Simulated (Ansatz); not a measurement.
# CdS (Greenockite): a point defect seen from the nuclei (Mg on a Cd site), part 2 of 3

How do the nuclei near a point defect see it? The defect is Mg on a Cd site in CdS (Greenockite) (cell charge 0), first unrelaxed. The cell is a supercell built from a structure deposited in the COD. Planned: a single point, then a relaxation, then a check of ecutwfc.

Ansatz 0.2.0; DFT, PBE, plane-wave PAW, default files, scalar-relativistic, as far as a step names no other.

## 3. Ions relaxed

Input file input.yaml:

```yaml
crystal:
  lattice:
    - [8.3, 0.0, 0.0]
    - [-4.15, 7.1880108514, 0.0]
    - [0.0, 0.0, 13.474]
  atoms:
    - { symbol: Mg, position: [0.1666666666, 0.3333333334, 0.0] }
    - { symbol: Cd, position: [0.1666666666, 0.3333333334, 0.5] }
    - { symbol: Cd, position: [0.1666666666, 0.8333333334, 0.0] }
    - { symbol: Cd, position: [0.1666666666, 0.8333333334, 0.5] }
    - { symbol: Cd, position: [0.6666666666, 0.3333333334, 0.0] }
    - { symbol: Cd, position: [0.6666666666, 0.3333333334, 0.5] }
    - { symbol: Cd, position: [0.6666666666, 0.8333333334, 0.0] }
    - { symbol: Cd, position: [0.6666666666, 0.8333333334, 0.5] }
    - { symbol: Cd, position: [0.3333333334, 0.1666666666, 0.25] }
    - { symbol: Cd, position: [0.3333333334, 0.1666666666, 0.75] }
    - { symbol: Cd, position: [0.3333333334, 0.6666666666, 0.25] }
    - { symbol: Cd, position: [0.3333333334, 0.6666666666, 0.75] }
    - { symbol: Cd, position: [0.8333333334, 0.1666666666, 0.25] }
    - { symbol: Cd, position: [0.8333333334, 0.1666666666, 0.75] }
    - { symbol: Cd, position: [0.8333333334, 0.6666666666, 0.25] }
    - { symbol: Cd, position: [0.8333333334, 0.6666666666, 0.75] }
    - { symbol: S, position: [0.1666666666, 0.3333333334, 0.1875] }
    - { symbol: S, position: [0.1666666666, 0.3333333334, 0.6875] }
    - { symbol: S, position: [0.1666666666, 0.8333333334, 0.1875] }
    - { symbol: S, position: [0.1666666666, 0.8333333334, 0.6875] }
    - { symbol: S, position: [0.6666666666, 0.3333333334, 0.1875] }
    - { symbol: S, position: [0.6666666666, 0.3333333334, 0.6875] }
    - { symbol: S, position: [0.6666666666, 0.8333333334, 0.1875] }
    - { symbol: S, position: [0.6666666666, 0.8333333334, 0.6875] }
    - { symbol: S, position: [0.3333333334, 0.1666666666, 0.4375] }
    - { symbol: S, position: [0.3333333334, 0.1666666666, 0.9375] }
    - { symbol: S, position: [0.3333333334, 0.6666666666, 0.4375] }
    - { symbol: S, position: [0.3333333334, 0.6666666666, 0.9375] }
    - { symbol: S, position: [0.8333333334, 0.1666666666, 0.4375] }
    - { symbol: S, position: [0.8333333334, 0.1666666666, 0.9375] }
    - { symbol: S, position: [0.8333333334, 0.6666666666, 0.4375] }
    - { symbol: S, position: [0.8333333334, 0.6666666666, 0.9375] }
kpoints:
  mp_grid: { grid: [3, 3, 2] }
scf:
  occupations: { method: fermi_dirac, width: 0.01 }
hamiltonian:
  xc: pbe
  pseudopotentials: { kind: paw }
output:
  forces: true
  stress: true
  populations: true
  efg:
    quadrupole_moments_barn: { Mg: 0.1994, S: -0.0694 }
    contact_densities: true
relax:
  f_tol: 0.03
  max_steps: 40
```

Launch:

```
$ ansatz run input.yaml --threads 4 --pin off --max-ram 8192MiB --backend cpu --events-out ev --progress --plain --runs-dir out
```

Standard output:

```text
Warning: output.stress: scf.convergence.dr2_threshold = 1e-7 eV (the SCF's general default) is looser than the 3.2e-9 eV advised for a printed stress (1e-10 eV for each atom of the cell: 32). What an SCF threshold leaves in a stress goes as its square root, and in the free energy as the threshold itself, and one threshold admits the most on a small cell: of the crystals measured, under no hybrid functional and no lock of the moments, on runs that ended without the residual-converged pass, on stresses that held no estimate of that error, the worst erred by over 100 MPa in a component at 1e-7 eV an atom and by under 5 at 1e-10. Every solve of this run answers to scf.convergence.dr2_threshold, and the tensor of one is reported: a single SCF on the reported geometry and on this run's grids (its basis.xc_grid and basis.ecutrho_ratio typed), with scf.convergence.dr2_threshold at 3.2e-9 eV or tighter, prints it and tightens no other solve. Else set scf.convergence.dr2_threshold to 3.2e-9 eV or tighter. The threshold is an SCF's pass mark: one that does not reach it within its budget of iterations ends unconverged, or closes short of it on a stop that the run arms, and scf.convergence.dr2_threshold's page says what that costs each kind of run
Warning: RAYON_NUM_THREADS=4 ignored (pool sized by the plan → 4); use --threads N
Cd: output.efg is read without spin–orbit coupling, which moves field gradients at and beside such atoms by some per cent and up to a factor of two; PAW files take it under magnetization.noncollinear and magnetization.spin_orbit
Engine: ansatz 0.2.0, aarch64-unknown-linux-gnu
Pseudopotentials: kind: paw
Pseudopotential: Mg, paw, valence charge 10, recommended cutoff 420 eV (normal), Mg.paw.azcp
Pseudopotential: Cd, paw, valence charge 20, recommended cutoff 420 eV (normal), Cd.paw.azcp
Pseudopotential: S, paw, valence charge 6, recommended cutoff 420 eV (normal), S.paw.azcp
Functional definition: PBE
  parameter kappa = 0.804
  parameter beta = 0.06672455060314922
  exchange = pbe_x(kappa = kappa, mu = beta*pi^2/3)
  correlation = pbe_c(beta = beta)
Crystal: 32 atoms, lattice volume = 803.865 Å³
Basis set: ecut = 420 eV, 15669 PW (Γ), exchange–correlation on 120×120×192 points (8 copies of the dense FFT grid, shifted against one another)
Bands: 244, of which v1, the nominal top of the filled ones, is band 203 counted from 1 (202 counted from 0)
Symmetry: 6 space group operations
Space group: P3m1 (ITA 156), of the structure as read, at distance tolerance 9.3e-5 Å
k-points: 6 of 18 (time reversal used)
Non-local potential: Mg, projectors of the file, l = 0: 3, l = 1: 2, l = 2: 1
Non-local potential: Cd, projectors of the file, l = 0: 3, l = 1: 2, l = 2: 2, l = 3: 1
Non-local potential: S, projectors of the file, l = 0: 2, l = 1: 2, l = 2: 2
PAW form: soft (Blöchl's): semilocal exchange-correlation on the pseudo side does not see the compensation charge
PAW one-centre angular grid: Mg, 110 points (default); XC on 64 Gauss nodes
PAW one-centre angular grid: Cd, 590 points (default); XC on 64 Gauss nodes
PAW one-centre angular grid: S, 110 points (default); XC on 64 Gauss nodes
Initial density: superposition of atomic densities (neutral atoms: chi_scale 0, normalization atom), corrected by the library's trained network
Initial wavefunctions: pseudopotential atomic-orbital guess
Functional: x = pbe(κ = 0.804, μ = 0.2195149727645171), c = pbe(β = 0.06672455060314922)
SCF iter   1: F=—  HF=-140195.939431 eV  |F-HF|=—  |Δ(HF+E_count)|=         —  Δρ=6.13e-4  dr2=7.14e-3  ethr=1.77e-3  ⟨swp⟩=6.0  Hψ=5178  notcnv=0  defer=38
preconditioner: auto → Resta (q_TF=auto, 2.435 Å⁻¹)  ε∞=4.8  [insulator: Δε(μ)=1.277 eV  Ē_g=11.275 eV  σ=0.010 eV  W_gap=1.00  n_scr=196 (ndim 8)  ℏωp=21.8 eV  f_vac=0.127  D(μ)=0.00/eV (n_scr^D=0)  ε∞_Penn≈4.8]
SCF iter   2: F=—  HF=-140195.950514 eV  |F-HF|=—  |Δ(HF+E_count)|=   1.11e-2  Δρ=2.81e-4  dr2=1.25e-3  ethr=1.76e-6  ⟨swp⟩=3.7  Hψ=3578  notcnv=0  defer=212
SCF iter   3: F=—  HF=-140195.950991 eV  |F-HF|=—  |Δ(HF+E_count)|=   4.77e-4  Δρ=1.08e-4  dr2=1.46e-4  ethr=3.07e-7  ⟨swp⟩=2.0  Hψ=2006  notcnv=0  defer=212
SCF iter   4: F=—  HF=-140195.951104 eV  |F-HF|=—  |Δ(HF+E_count)|=   1.13e-4  Δρ=4.33e-5  dr2=2.60e-5  ethr=3.61e-8  ⟨swp⟩=2.0  Hψ=2052  notcnv=0  defer=212
iter 5 did not close the SCF: its close was put off for the readings that it lacked (scf_convergence_deferred on its scf_iter line)
SCF iter   5: F=-140195.951128 eV  HF=-140195.951126 eV  |F-HF|=1.57e-6  |Δ(HF+E_count)|=   2.29e-5  Δρ=1.31e-5  dr2=1.91e-6  ethr=6.41e-9  ⟨swp⟩=2.0  Hψ=2102  notcnv=0  defer=212
SCF iter   6: F=-140195.951129 eV  HF=-140195.951128 eV  |F-HF|=2.63e-7  |Δ(HF+E_count)|=   1.78e-6  Δρ=4.30e-6  dr2=2.20e-7  ethr=4.70e-10  ⟨swp⟩=1.0  Hψ=3868  notcnv=0
SCF 1 converged in 6 iterations: F = -140195.951129 eV  dr2 = 2.20e-7
relax step   1: F+E_penalty+E_count = -140195.95112851 eV  Δ(F+E_penalty+E_count) = +0.000e0 eV  max|allowed force component| = 5.037e-1 eV/Å  Δτ_max = 0.0000 Å  (6 SCF iters, dr2 threshold 2.25e-5 eV, accepted)
Initial density: handed on by an earlier stage of this run
Initial wavefunctions: those handed on with the density
iter 1 solved again at ethr=5.66e-6 eV; its pass at ethr=3.10e-3 eV (dr2=2.30e-2 eV) is discarded
SCF iter   1: F=—  HF=-140196.048338 eV  |F-HF|=—  |Δ(HF+E_count)|=         —  Δρ=1.87e-3  dr2=2.43e-2  ethr=5.66e-6  ⟨swp⟩=2.2  Hψ=4721  notcnv=0  defer=213
preconditioner: auto → Resta (q_TF=auto, 2.435 Å⁻¹)  ε∞=4.8  [insulator: Δε(μ)=1.291 eV  Ē_g=11.267 eV  σ=0.010 eV  W_gap=1.00  n_scr=196 (ndim 8)  ℏωp=21.8 eV  f_vac=0.124  D(μ)=0.00/eV (n_scr^D=0)  ε∞_Penn≈4.8]
SCF iter   2: F=—  HF=-140196.044745 eV  |F-HF|=—  |Δ(HF+E_count)|=   3.59e-3  Δρ=1.03e-3  dr2=7.19e-3  ethr=5.66e-6  ⟨swp⟩=2.2  Hψ=1553  notcnv=0  defer=213
SCF iter   3: F=—  HF=-140196.043375 eV  |F-HF|=—  |Δ(HF+E_count)|=   1.37e-3  Δρ=1.55e-4  dr2=2.78e-4  ethr=1.77e-6  ⟨swp⟩=2.0  Hψ=2135  notcnv=0  defer=213
SCF iter   4: F=—  HF=-140196.043349 eV  |F-HF|=—  |Δ(HF+E_count)|=   2.64e-5  Δρ=5.36e-5  dr2=3.13e-5  ethr=6.86e-8  ⟨swp⟩=2.0  Hψ=2379  notcnv=0  defer=213
SCF iter   5: F=-140196.043359 eV  HF=-140196.043358 eV  |F-HF|=3.62e-7  |Δ(HF+E_count)|=   9.65e-6  Δρ=2.53e-5  dr2=5.61e-6  ethr=3.91e-9  ⟨swp⟩=4.0  Hψ=4618  notcnv=0
SCF 2 converged in 5 iterations: F = -140196.043359 eV  dr2 = 5.61e-6
relax step   2: F+E_penalty+E_count = -140196.04335880 eV  Δ(F+E_penalty+E_count) = -9.223e-2 eV  max|allowed force component| = 5.163e-2 eV/Å  Δτ_max = 0.0875 Å  (5 SCF iters, dr2 threshold 1.59e-5 eV, accepted)
SCF iter   1: F=—  HF=-140196.045381 eV  |F-HF|=—  |Δ(HF+E_count)|=         —  Δρ=3.05e-4  dr2=3.96e-4  ethr=1.20e-6  ⟨swp⟩=4.7  Hψ=2966  notcnv=0  defer=213
preconditioner: auto → Resta (q_TF=auto, 2.435 Å⁻¹)  ε∞=4.8  [insulator: Δε(μ)=1.293 eV  Ē_g=11.269 eV  σ=0.010 eV  W_gap=1.00  n_scr=196 (ndim 8)  ℏωp=21.8 eV  f_vac=0.124  D(μ)=0.00/eV (n_scr^D=0)  ε∞_Penn≈4.8]
SCF iter   2: F=—  HF=-140196.045296 eV  |F-HF|=—  |Δ(HF+E_count)|=   8.54e-5  Δρ=1.63e-4  dr2=1.08e-4  ethr=9.75e-8  ⟨swp⟩=1.3  Hψ=1732  notcnv=0  defer=213
SCF iter   3: F=—  HF=-140196.045302 eV  |F-HF|=—  |Δ(HF+E_count)|=   5.73e-6  Δρ=2.57e-5  dr2=6.86e-6  ethr=2.65e-8  ⟨swp⟩=2.3  Hψ=1989  notcnv=0  defer=213
SCF iter   4: F=—  HF=-140196.045115 eV  |F-HF|=—  |Δ(HF+E_count)|=   1.86e-4  Δρ=1.11e-5  dr2=9.68e-7  ethr=1.69e-9  ⟨swp⟩=2.0  Hψ=2379  notcnv=0  defer=213
SCF iter   5: F=—  HF=-140196.045116 eV  |F-HF|=—  |Δ(HF+E_count)|=   1.26e-7  Δρ=3.83e-6  dr2=1.31e-7  ethr=2.38e-10  ⟨swp⟩=2.0  Hψ=2469  notcnv=0  defer=213
SCF iter   6: F=-140196.045116 eV  HF=-140196.045116 eV  |F-HF|=1.05e-8  |Δ(HF+E_count)|=   9.24e-8  Δρ=9.57e-7  dr2=1.28e-8  ethr=2.46e-11  ⟨swp⟩=3.3  Hψ=3927  notcnv=0
SCF 3 converged in 6 iterations: F = -140196.045116 eV  dr2 = 1.28e-8
relax step   3: F+E_penalty+E_count = -140196.04511561 eV  Δ(F+E_penalty+E_count) = -1.757e-3 eV  max|allowed force component| = 2.116e-2 eV/Å  Δτ_max = 0.0112 Å  (6 SCF iters, accepted)
NSCF: frozen V_eff on 6 k-points
the band table was solved once a step of the walk had ended and its energy, with any forces and stress, was formed, with the checks that follow a solve (5794 applications of the Hamiltonian). They found nothing against the state; the energy, forces and stress were not computed again (output.eigenvalues in the input reference)
SCF converged after 6 iterations
Free energy (F): -140196.045116 eV
Harris-Foulkes:  -140196.045116 eV  (|F-HF|=1.05e-8)
Internal energy: -140196.045116 eV  (E = F + TS)
E sigma→0 (E₀):  -140196.045116 eV
Fermi energy:    7.108800 eV
--- Per-component energies (eV) ---
[... 14 lines left out ...]
--- Forces (eV/Å), atoms counted from 1 ---
  atom   1  Mg     0.00000000     0.00000000    -0.00343319
  atom   2  Cd     0.00000000     0.00000000     0.00025145
  atom   3  Cd    -0.00336560    -0.00194313    -0.00573300
  atom   4  Cd     0.00057547     0.00033225    -0.01041969
  atom   5  Cd     0.00000000     0.00388626    -0.00573300
  atom   6  Cd     0.00000000    -0.00066450    -0.01041969
[... 26 lines left out ...]
  max |Σ_I F_I| component: 8.48e-5 eV/Å
--- Stress (GPa, compression-positive) ---
        1.566987       0.000000       0.000000
        0.000000       1.566987       0.000000
        0.000000       0.000000       1.716666
  P = ⅓ Tr σ = 1.6169 GPa (16.169 kbar)
--- PAW observables at the nuclei: V_zz in 10²¹ V/m², potentials from the cell's mean, atoms counted from 1 ---
  atom   1  Mg V_zz =    +0.047495   η = 0.0000   by run symmetry: allowed   C_q = +0.2290 MHz
            electrostatic potential = -1101.790672 V   contact ρ = 7798.001040 e/Å³
  atom   2  Cd V_zz =    +0.212232   η = 0.0000   by run symmetry: allowed
            electrostatic potential = -7703.736309 V   contact ρ = 1035901.203272 e/Å³
  atom   3  Cd V_zz =    +0.841821   η = 0.4233   by run symmetry: allowed
            electrostatic potential = -7703.702782 V   contact ρ = 1035900.289600 e/Å³
  atom   4  Cd V_zz =    +0.306825   η = 0.2502   by run symmetry: allowed
            electrostatic potential = -7703.726575 V   contact ρ = 1035900.896458 e/Å³
  atom   5  Cd V_zz =    +0.841821   η = 0.4233   by run symmetry: allowed
            electrostatic potential = -7703.702782 V   contact ρ = 1035900.289603 e/Å³
  atom   6  Cd V_zz =    +0.306825   η = 0.2502   by run symmetry: allowed
            electrostatic potential = -7703.726575 V   contact ρ = 1035900.896461 e/Å³
  atom   7  Cd V_zz =    +0.841821   η = 0.4233   by run symmetry: allowed
            electrostatic potential = -7703.702782 V   contact ρ = 1035900.289600 e/Å³
  atom   8  Cd V_zz =    +0.306825   η = 0.2502   by run symmetry: allowed
            electrostatic potential = -7703.726575 V   contact ρ = 1035900.896458 e/Å³
  atom   9  Cd V_zz =    +0.509178   η = 0.0829   by run symmetry: allowed
            electrostatic potential = -7703.730961 V   contact ρ = 1035900.715460 e/Å³
  atom  10  Cd V_zz =    -0.370773   η = 0.4870   by run symmetry: allowed
            electrostatic potential = -7703.717290 V   contact ρ = 1035900.820402 e/Å³
  atom  11  Cd V_zz =    +0.509178   η = 0.0829   by run symmetry: allowed
            electrostatic potential = -7703.730961 V   contact ρ = 1035900.715450 e/Å³
  atom  12  Cd V_zz =    -0.370773   η = 0.4870   by run symmetry: allowed
            electrostatic potential = -7703.717290 V   contact ρ = 1035900.820398 e/Å³
  atom  13  Cd V_zz =    +0.509178   η = 0.0829   by run symmetry: allowed
            electrostatic potential = -7703.730961 V   contact ρ = 1035900.715460 e/Å³
  atom  14  Cd V_zz =    -0.370773   η = 0.4870   by run symmetry: allowed
            electrostatic potential = -7703.717290 V   contact ρ = 1035900.820402 e/Å³
  atom  15  Cd V_zz =    +0.282068   η = 0.0000   by run symmetry: allowed
            electrostatic potential = -7703.743422 V   contact ρ = 1035901.045152 e/Å³
  atom  16  Cd V_zz =    +0.273157   η = 0.0000   by run symmetry: allowed
            electrostatic potential = -7703.734493 V   contact ρ = 1035901.104514 e/Å³
  atom  17  S  V_zz =    -2.962521   η = 0.0000   by run symmetry: allowed   C_q = +4.9714 MHz
            electrostatic potential = -1633.360995 V   contact ρ = 19765.691224 e/Å³
  atom  18  S  V_zz =    +0.196232   η = 0.0000   by run symmetry: allowed   C_q = -0.3293 MHz
            electrostatic potential = -1633.217118 V   contact ρ = 19766.527128 e/Å³
  atom  19  S  V_zz =    -0.255529   η = 0.1000   by run symmetry: allowed   C_q = +0.4288 MHz
            electrostatic potential = -1633.236295 V   contact ρ = 19766.514157 e/Å³
  atom  20  S  V_zz =    +0.188102   η = 0.6111   by run symmetry: allowed   C_q = -0.3157 MHz
            electrostatic potential = -1633.202155 V   contact ρ = 19766.528756 e/Å³
  atom  21  S  V_zz =    -0.255529   η = 0.1000   by run symmetry: allowed   C_q = +0.4288 MHz
            electrostatic potential = -1633.236295 V   contact ρ = 19766.514157 e/Å³
  atom  22  S  V_zz =    +0.188102   η = 0.6111   by run symmetry: allowed   C_q = -0.3157 MHz
            electrostatic potential = -1633.202155 V   contact ρ = 19766.528756 e/Å³
  atom  23  S  V_zz =    -0.255529   η = 0.1000   by run symmetry: allowed   C_q = +0.4288 MHz
            electrostatic potential = -1633.236295 V   contact ρ = 19766.514157 e/Å³
  atom  24  S  V_zz =    +0.188102   η = 0.6111   by run symmetry: allowed   C_q = -0.3157 MHz
            electrostatic potential = -1633.202155 V   contact ρ = 19766.528756 e/Å³
  atom  25  S  V_zz =    +0.278848   η = 0.1688   by run symmetry: allowed   C_q = -0.4679 MHz
            electrostatic potential = -1633.210436 V   contact ρ = 19766.512049 e/Å³
  atom  26  S  V_zz =    -2.882621   η = 0.0551   by run symmetry: allowed   C_q = +4.8373 MHz
            electrostatic potential = -1633.329691 V   contact ρ = 19765.732791 e/Å³
  atom  27  S  V_zz =    +0.278848   η = 0.1688   by run symmetry: allowed   C_q = -0.4679 MHz
            electrostatic potential = -1633.210436 V   contact ρ = 19766.512049 e/Å³
  atom  28  S  V_zz =    -2.882621   η = 0.0551   by run symmetry: allowed   C_q = +4.8373 MHz
            electrostatic potential = -1633.329691 V   contact ρ = 19765.732791 e/Å³
  atom  29  S  V_zz =    +0.278848   η = 0.1688   by run symmetry: allowed   C_q = -0.4679 MHz
            electrostatic potential = -1633.210436 V   contact ρ = 19766.512049 e/Å³
  atom  30  S  V_zz =    -2.882621   η = 0.0551   by run symmetry: allowed   C_q = +4.8373 MHz
            electrostatic potential = -1633.329691 V   contact ρ = 19765.732791 e/Å³
  atom  31  S  V_zz =    +0.014335   η = 0.0000   by run symmetry: allowed   C_q = -0.0241 MHz
            electrostatic potential = -1633.218720 V   contact ρ = 19766.532337 e/Å³
  atom  32  S  V_zz =    -0.117881   η = 0.0000   by run symmetry: allowed   C_q = +0.1978 MHz
            electrostatic potential = -1633.227218 V   contact ρ = 19766.536861 e/Å³
--- Band table (eV; the first three rows and the last of 6) ---
[... 4 lines left out ...]
--- Relaxed structure (3 steps of the walk, 3 accepted, 0 SCFs on fresh bases) ---
  F+E_penalty+E_count = -140196.04511561 eV   max|allowed force component| = 2.116e-2 eV/Å
  atoms:
[... 32 lines left out ...]
--- Löwdin populations: 32 sites ---
  site symbol       q [e]
[... 32 lines left out ...]
  spilling = 0.007372 (of n_electrons = 406.000000)
```

Wall time 91 s (4 threads of Arm Neoverse V2, shared host); peak memory 4.4 GiB.

The steps of the relaxation:

```
step  energy change (eV)  largest force component (eV/Å)
   1              0.0000                           0.504
   2             -0.0922                           0.052
   3             -0.0940                           0.021
```

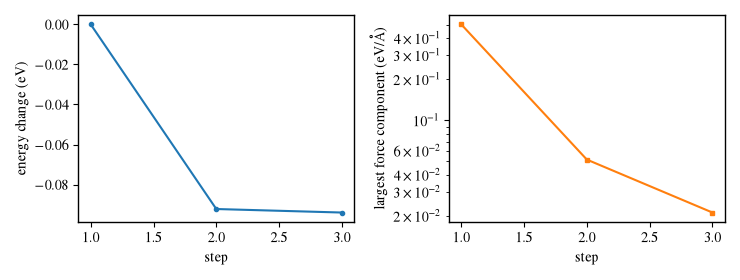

Energy and largest force component along the relaxation.

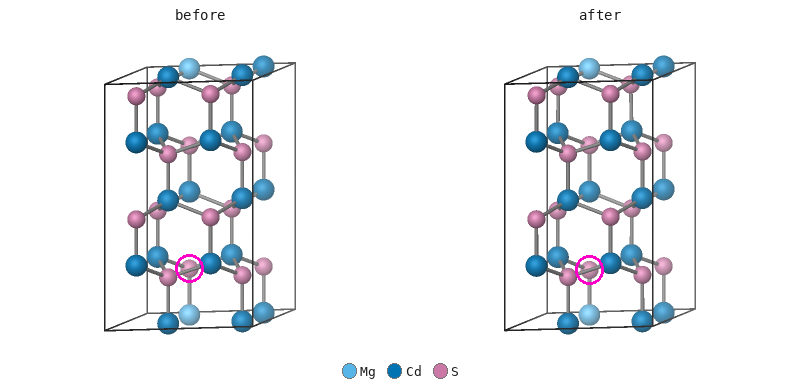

Before and after; atom 17 (S), which moved most, is ringed, with its images.

Atom 17 (S) moved farthest, 0.086 Å; the mean move was 0.022 Å.

The run ends with gap on the mesh 1.29 eV, largest force 0.021 eV/Å, pressure 1.6 GPa.

What changed since step 2 (V_zz in 10²¹ V/m²; 11 of 16 rows, with the four largest changes of size):

```
site       atoms  V_zz, PBE  V_zz, PBE relaxed  η, PBE  η, PBE relaxed
  Mg           1     -0.053              0.047    0.00            0.00
 S17          17      -2.80              -2.96    0.00            0.00
 S26  26, 28, 30      -2.95              -2.88    0.05            0.06
 Cd9   9, 11, 13      -0.40               0.51    0.04            0.08
Cd10  10, 12, 14      -0.37              -0.37    0.07            0.49
 Cd3     3, 5, 7      -0.33               0.84    0.14            0.42
 S18          18       0.16               0.20    0.00            0.00
 S19  19, 21, 23       0.14              -0.26    0.21            0.10
 S32          32       0.16              -0.12    0.00            0.00
 S25  25, 27, 29       0.14               0.28    0.15            0.17
 S31          31       0.15              0.014    0.00            0.00
```

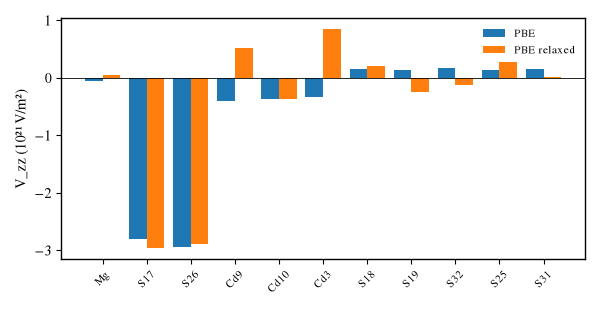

V_zz by site: PBE and PBE relaxed.

The printed gradients, by site: 11 of 16, those nearest the defect, the farthest of each element and the two largest gradients.

```
site       atoms  distance from the defect (Å)  V_zz (10²¹ V/m²)     η     C_Q (MHz)
  Mg           1                          0.00             0.047  0.00  0.229 (²⁵Mg)
 S17          17                          2.46             -2.96  0.00    4.97 (³³S)
 S26  26, 28, 30                          2.46             -2.88  0.06    4.84 (³³S)
Cd10  10, 12, 14                          4.10             -0.37  0.49             –
 Cd9   9, 11, 13                          4.12              0.51  0.08             –
 Cd3     3, 5, 7                          4.15              0.84  0.42             –
 S18          18                          4.19              0.20  0.00  -0.329 (³³S)
 S32          32                          4.86             -0.12  0.00   0.198 (³³S)
 S19  19, 21, 23                          4.87             -0.26  0.10   0.429 (³³S)
 S31          31                          7.62             0.014  0.00  -0.024 (³³S)
 Cd4     4, 6, 8                          7.90              0.31  0.25             –
```

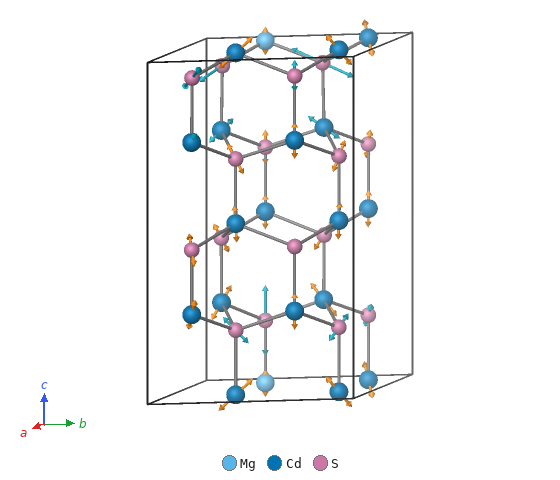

Double arrows mark the V_zz axes (orange positive, teal negative); their length grows with the root of |V_zz|.

The sizes of the gradients above 0.15 moved by 26 % in the median, over a factor of two at the site that moves most (small gradients counted from 0.15; Cd3, -0.33 to 0.84), with a change of sign at Cd9, Cd3, S19 and others.

(Part 2 of 3 ends here.)
